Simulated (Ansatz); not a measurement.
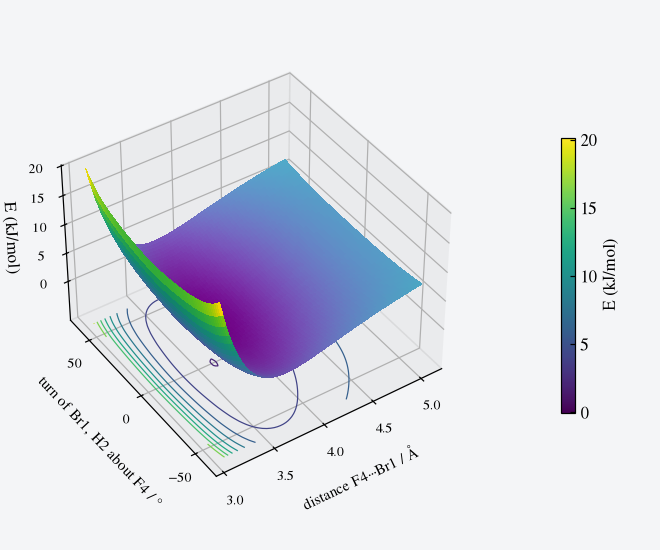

Energy landscape of the pair BrH···FH₃Si. 
- The turn is about an axis along (−0.45, −0.89, 0.11) in the frame of the relaxed pair, normal to the line between the partners.
- First axis: distance F4···Br1. Second axis: turn of Br1, H2 about F4.
- The scan uses a 15 × 15 grid.
- Points are written as (first, second).
- Energies: kJ/mol, counted from the lowest grid point.
- Level of theory: RHF/def2-SVPD (Ansatz).

The picture shows a relief with its contours projected below, any walls above the top of the colour scale cut off. Between grid points the surface is interpolated. 

### What does the map say about the system?

The lowest grid point is at (3.682 Å, 0.0°). It is the only kind of minimum in the scanned range. The highest grid point, (3.072 Å, 60.0°), lies 20.2 kJ/mol above the lowest. Round the minimum the two coordinates are nearly uncoupled.

The values on the grid:

| turn of Br1, H2 about F4 ↓, distance F4···Br1 → | 3.072 | 3.121 | 3.203 | 3.303 | 3.418 | 3.545 | 3.682 | 3.830 | 3.985 | 4.149 | 4.320 | 4.499 | 4.683 | 4.875 | 5.072 |
| --- | --- | --- | --- | --- | --- | --- | --- | --- | --- | --- | --- | --- | --- | --- | --- |
| 60.0 | 20.2 | 16.4 | 11.5 | 7.6 | 4.9 | 3.4 | 2.9 | 3.0 | 3.5 | 4.2 | 4.9 | 5.7 | 6.4 | 7.0 | 7.5 |
| 51.4 | 18.1 | 14.5 | 9.8 | 6.1 | 3.6 | 2.3 | 1.9 | 2.2 | 2.8 | 3.6 | 4.4 | 5.2 | 5.9 | 6.6 | 7.2 |
| 42.9 | 17.0 | 13.3 | 8.8 | 5.2 | 2.8 | 1.6 | 1.3 | 1.6 | 2.3 | 3.1 | 3.9 | 4.8 | 5.6 | 6.3 | 6.9 |
| 34.3 | 16.3 | 12.7 | 8.1 | 4.6 | 2.2 | 1.1 | 0.9 | 1.2 | 1.9 | 2.7 | 3.6 | 4.5 | 5.3 | 6.1 | 6.7 |
| 25.7 | 15.8 | 12.2 | 7.7 | 4.1 | 1.9 | 0.7 | 0.5 | 0.9 | 1.5 | 2.4 | 3.3 | 4.2 | 5.1 | 5.9 | 6.6 |
| 17.1 | 15.4 | 11.8 | 7.3 | 3.8 | 1.6 | 0.5 | 0.2 | 0.6 | 1.3 | 2.1 | 3.1 | 4.1 | 5.0 | 5.8 | 6.5 |
| 8.6 | 15.2 | 11.6 | 7.1 | 3.6 | 1.4 | 0.3 | 0.1 | 0.4 | 1.1 | 2.0 | 3.0 | 4.0 | 4.9 | 5.8 | 6.5 |
| 0.0 | 15.1 | 11.5 | 7.0 | 3.5 | 1.3 | 0.2 | 0.0 | 0.4 | 1.0 | 1.9 | 2.9 | 3.9 | 4.9 | 5.8 | 6.5 |
| −8.6 | 15.2 | 11.6 | 7.1 | 3.6 | 1.4 | 0.3 | 0.1 | 0.4 | 1.1 | 2.0 | 3.0 | 4.0 | 4.9 | 5.8 | 6.5 |
| −17.1 | 15.4 | 11.8 | 7.3 | 3.8 | 1.5 | 0.5 | 0.2 | 0.6 | 1.3 | 2.1 | 3.1 | 4.1 | 5.0 | 5.8 | 6.5 |
| −25.7 | 15.8 | 12.2 | 7.6 | 4.1 | 1.8 | 0.7 | 0.5 | 0.8 | 1.5 | 2.4 | 3.3 | 4.2 | 5.1 | 5.9 | 6.6 |
| −34.3 | 16.2 | 12.6 | 8.1 | 4.5 | 2.2 | 1.1 | 0.8 | 1.2 | 1.9 | 2.7 | 3.6 | 4.4 | 5.3 | 6.1 | 6.7 |
| −42.9 | 16.9 | 13.3 | 8.8 | 5.1 | 2.8 | 1.6 | 1.3 | 1.6 | 2.3 | 3.1 | 3.9 | 4.8 | 5.6 | 6.3 | 6.9 |
| −51.4 | 18.1 | 14.4 | 9.8 | 6.0 | 3.6 | 2.3 | 1.9 | 2.2 | 2.8 | 3.6 | 4.4 | 5.2 | 5.9 | 6.6 | 7.2 |
| −60.0 | 19.9 | 16.2 | 11.4 | 7.5 | 4.8 | 3.4 | 2.9 | 3.0 | 3.5 | 4.2 | 5.0 | 5.7 | 6.4 | 7.0 | 7.5 |

The input of one point:

```yaml
crystal:
  periodic: [false, false, false]
  atoms:
    - { symbol: Br, position_ang: [-0.166193, -0.39031, -3.935628] }
    - { symbol: H, position_ang: [-0.108134, -0.250939, -2.532121] }
    - { symbol: Si, position_ang: [0.057172, 0.133371, 1.345564] }
    - { symbol: F, position_ang: [-0.013463, -0.026973, -0.274783] }
    - { symbol: H, position_ang: [-1.279554, -0.184571, 1.877109] }
    - { symbol: H, position_ang: [0.435034, 1.528051, 1.632879] }
    - { symbol: H, position_ang: [1.073145, -0.813712, 1.836785] }
basis:
  gaussian: { orbitals: def2-SVPD }
hamiltonian:
  xc: hf
output:
  forces: true
```

Each point was launched as `ansatz run input.yaml --threads 1 --pin off --max-ram 2560MiB --backend cpu --events-out ev --progress --plain --runs-dir out`. The whole map (225 points run) took 21 min on 1 thread of Arm Neoverse N1 (shared host).
